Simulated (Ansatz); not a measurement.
**Mo (Im-3m): Drude plasma energy against volume**

The cell of Mo (Im-3m) is scaled evenly and the response computed anew at each volume, on one mesh.

Cell: a, b, c = 2.725, 2.725, 2.725 Å (primitive vectors), 1 atoms.

Method: Ansatz 0.2.0, PBE, independent particles, k-mesh 20×20×20 with interpolation inside its cells, Gaussian parameter 0.1 eV.

Launch of the response step: `ansatz run input.yaml --threads 4 --pin off --max-ram 8192MiB --backend cpu --events-out ev --progress --plain --runs-dir out`. The series took 74 s in all, on 4 threads of Intel(R) Xeon(R) Platinum 8488C (Sapphire Rapids) (shared host).

```
V/V₀  V (Å³, primitive cell)  Drude plasma energy (eV)
0.94                   14.65                     9.365
0.96                   14.96                     9.126
0.98                   15.27                     8.900
1.00                   15.58                     8.687
1.02                   15.89                     8.484
1.04                   16.20                     8.293
1.06                   16.52                         ?
```

For small changes the quantity should be close to linear in ln V.

Working, on the rows shown:

| x = ln(V/V₀) | y = Drude plasma energy |
| --- | --- |
| -0.0618754 | 9.365 |
| -0.040822 | 9.126 |
| -0.0202027 | 8.9 |
| 0 | 8.687 |
| 0.0198026 | 8.484 |
| 0.0392207 | 8.293 |

Means: x̄ = -0.010646, ȳ = 8.8092. Σ(x − x̄)(y − ȳ) = -0.07584, Σ(x − x̄)² = 0.007154. Slope = -0.07584 / 0.007154 = -10.6; intercept = ȳ − slope · x̄ = 8.6963. The line misses the rows shown by at most 0.013 eV.

What does the fit predict for the withheld row, and how well does it do?

At x = 0.058269 the line gives y = 8.0785 eV. The run gave 8.112 eV, so the extrapolation is off by 0.034 eV, 3 % of the range in the table.

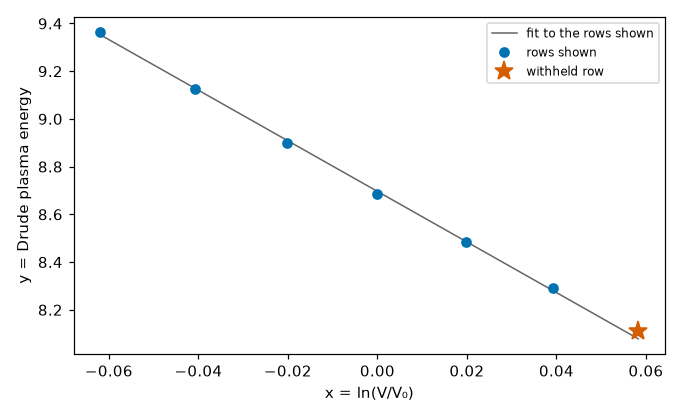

Between the rows on either side of x = 0 the slope is (8.484 − 8.9) / (0.019803 − (-0.020203)) = -10.4. So d ln ωp/d ln V = -1.20; free electrons would give −0.50. The values come from a sum over the points of one k-mesh and carry its error, which is largest for Fermi-surface quantities. Spin-orbit coupling is left out.

[Logs are printed without paths, hosts, clocks, repeated set-up lines and the standing remarks that a program may print on its own settings, such as how far it seeks lower states.]
